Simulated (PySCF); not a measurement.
**SVWN5/STO-3G run of SiHClO (SMILES O[Si]Cl)**

Aim: the vertical singlet–triplet gap of SiHClO at SVWN5/STO-3G, from 2 runs. 

Program for the calculation: PySCF 2.14.0.

31 further runs of the same task are left out: 14 that didn't finish, 17 set aside as unsound or not needed.

## 1. The system as given

SiHClO has 4 atoms, charge 0, and is taken as a singlet. SMILES: `O[Si]Cl`. The coordinates come from a PBE0-D4/def2-TZVP relaxation.

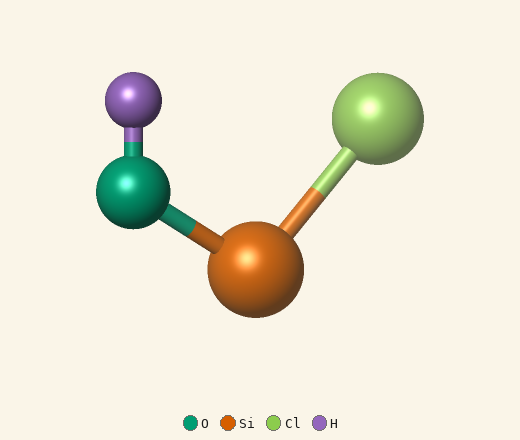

Viewed from a chosen angle; oxygen teal, silicon orange, chlorine green, hydrogen purple.

## 2. The energy at SVWN5/STO-3G

Contents of job.py:

```python
# O[Si]Cl
from pyscf import gto, dft

mol = gto.Mole()
mol.atom = '''
O     -1.723052     0.850755    -0.583358
Si    -0.820519    -1.492317     1.222653
Cl     3.141292    -1.324698     0.796331
H     -0.492841     1.852687    -1.473986
'''
mol.verbose = 3
mol.max_memory = 1860
mol.basis = 'sto-3g'
mol.spin = 0
mol.charge = 0
mol.unit = 'bohr'
mol.build()

mf = dft.RKS(mol, xc='svwn')
mf.grids.level = 5
mf.conv_tol = 1e-10
mf.kernel()
if not mf.converged:
    mf = mf.newton().run(mf.mo_coeff, mf.mo_occ)

e_tot = mf.e_tot
print(f'total energy: {e_tot:.8f} hartree')
```

Command:

```bash
OMP_NUM_THREADS=1 python job.py
```

What it wrote:

```text
converged SCF energy = -812.880349790151
total energy: -812.88034979 hartree
```

It took 1.9 s on 1 thread of Intel Xeon Platinum 8488C (Sapphire Rapids), shared host; peak memory 0.15 GiB.

## 3. The triplet

Contents of input.py:

```python
from pyscf import gto, dft

mol = gto.M(
    atom=[
    ('O', (-0.911800, 0.450200, -0.308700)),
    ('Si', (-0.434200, -0.789700, 0.647000)),
    ('Cl', (1.662300, -0.701000, 0.421400)),
    ('H', (-0.260800, 0.980400, -0.780000)),
],
    charge=0,
    verbose=3,
    basis='sto-3g',
    max_memory=1860,
    spin=2,
)

mf = dft.UKS(mol, xc='svwn')
mf.grids.level = 5
mf.conv_tol = 1e-10
mf.kernel()
if not mf.converged:
    mf = mf.newton().run(mf.mo_coeff, mf.mo_occ)

etot = mf.e_tot
print('E = %.10f Eh' % etot)
```

Command:

```bash
OMP_NUM_THREADS=1 python input.py
```

What it wrote:

```text
WARN: HOMO -0.0586239831194464 >= LUMO -0.255228430554636

WARN: HOMO 0.122192642552295 >= LUMO 0.0301411289484101

WARN: HOMO 0.0202990266921576 >= LUMO -0.0936167229019626

WARN: HOMO 0.0586523345216152 >= LUMO -0.0849061512773391

WARN: HOMO 0.0295308052361973 >= LUMO -0.11447048079618

WARN: HOMO 0.0318124905008537 >= LUMO -0.111239920409511

WARN: HOMO 0.0312816077382078 >= LUMO -0.111836049453122

WARN: HOMO 0.0312483752930929 >= LUMO -0.111779916301974

WARN: HOMO 0.0312524615969822 >= LUMO -0.111768503698831

WARN: HOMO 0.0312517298310431 >= LUMO -0.111768684459549

WARN: HOMO 0.0312516211316274 >= LUMO -0.111768949496895

WARN: HOMO 0.0312516227851145 >= LUMO -0.111768916178955

converged SCF energy = -812.728455317566  <S^2> = 2.0007946  2S+1 = 3.0005297
E = -812.7284553176 Eh
```

It took 2.5 s on 1 thread of Intel Xeon Platinum 8488C (Sapphire Rapids), shared host; peak memory 0.15 GiB.

## 4. What came out

At SVWN5/STO-3G:

| quantity | value |
| --- | --- |
| singlet: total energy | -812.88035 Eh |
| singlet: dipole moment | 2.26 D |
| singlet: HOMO energy | -3.46 eV |
| singlet: LUMO energy | 0.88 eV |
| singlet: HOMO–LUMO gap | 4.34 eV |
| triplet: total energy | -812.72846 Eh |
| triplet: dipole moment | 1.88 D |
| triplet: HOMO energy (highest over α and β) | 0.85 eV |
| triplet: ⟨S²⟩ | 2.001 |
| vertical energy of the triplet above the singlet | 4.133 eV |

In words: At this shape the triplet lies 4.13 eV (399 kJ/mol) above the singlet. In a minimal basis such a difference can be off by several eV, whatever the method. Mulliken charges (triplet) run from -0.37 on O1 to +0.45 on Si2.
